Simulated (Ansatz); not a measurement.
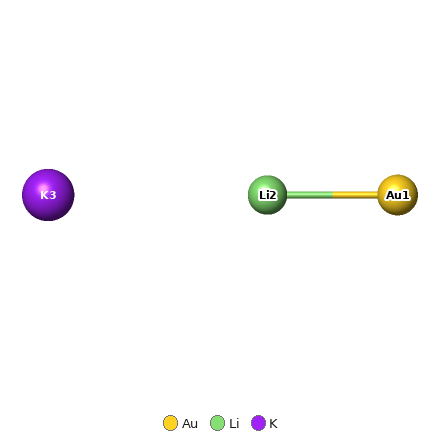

The system is Au + LiK, spin multiplicity 2; the picture shows the reference structure. The first coordinate is: distance Au1–Li2; the second: distance Li2–K3. Nothing is relaxed (the angle Au1–Li2–K3 is fixed at 180 degrees). The scan uses a 12 × 12 grid. Points are written as (first, second). All energies are given in kJ/mol relative to the lowest grid point. Level of theory: UHF/def2-TZVPD (Ansatz 0.2.0).

Its coordinates:

```xyz
3

Au   -2.4080    0.0000    0.0000
Li    0.0000    0.0000    0.0000
K     4.0620    0.0000    0.0000
```

Range: distance Au1–Li2 from 2.112 to 3.712 Å; distance Li2–K3 from 2.648 to 4.248 Å.

What landscape does the calculation give?

The lowest grid point is at (2.408 Å, 4.062 Å). No other kind of well shows on this grid. The highest grid point, (3.712 Å, 2.648 Å), lies 158 kJ/mol above the lowest.

| distance Li2–K3 ↓, distance Au1–Li2 → | 2.112 | 2.183 | 2.286 | 2.408 | 2.542 | 2.686 | 2.840 | 3.001 | 3.170 | 3.345 | 3.526 | 3.712 |
| --- | --- | --- | --- | --- | --- | --- | --- | --- | --- | --- | --- | --- |
| 4.248 | 24 | 13 | 4 | 0 | 2 | 9 | 20 | 33 | 48 | 63 | 78 | 91 |
| 4.062 | 24 | 13 | 4 | 0 | 2 | 9 | 19 | 32 | 47 | 62 | 76 | 89 |
| 3.881 | 25 | 14 | 5 | 1 | 3 | 9 | 20 | 33 | 47 | 61 | 76 | 89 |
| 3.706 | 27 | 16 | 7 | 3 | 5 | 11 | 22 | 34 | 48 | 63 | 77 | 90 |
| 3.537 | 31 | 20 | 11 | 7 | 8 | 15 | 25 | 37 | 51 | 66 | 80 | 93 |
| 3.376 | 36 | 26 | 16 | 12 | 14 | 20 | 30 | 43 | 56 | 71 | 84 | 97 |
| 3.222 | 44 | 33 | 23 | 19 | 21 | 27 | 37 | 50 | 64 | 78 | 91 | 104 |
| 3.078 | 52 | 42 | 32 | 28 | 30 | 37 | 47 | 59 | 73 | 87 | 100 | 113 |
| 2.944 | 63 | 52 | 43 | 39 | 41 | 48 | 58 | 70 | 84 | 98 | 111 | 123 |
| 2.822 | 74 | 64 | 55 | 51 | 53 | 60 | 70 | 83 | 97 | 110 | 124 | 136 |
| 2.719 | 86 | 75 | 66 | 63 | 65 | 72 | 83 | 95 | 109 | 123 | 136 | 148 |
| 2.648 | 95 | 84 | 75 | 72 | 75 | 82 | 93 | 105 | 119 | 133 | 146 | 158 |

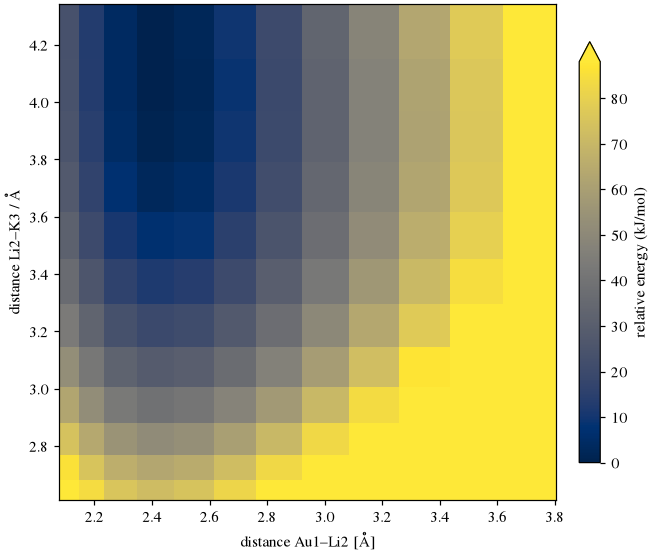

The picture shows one coloured cell a grid point, one colour for all values above the top of the scale.

The whole map (144 points run) took 38 min on 1 thread of Arm Neoverse N1, with other jobs on the host.
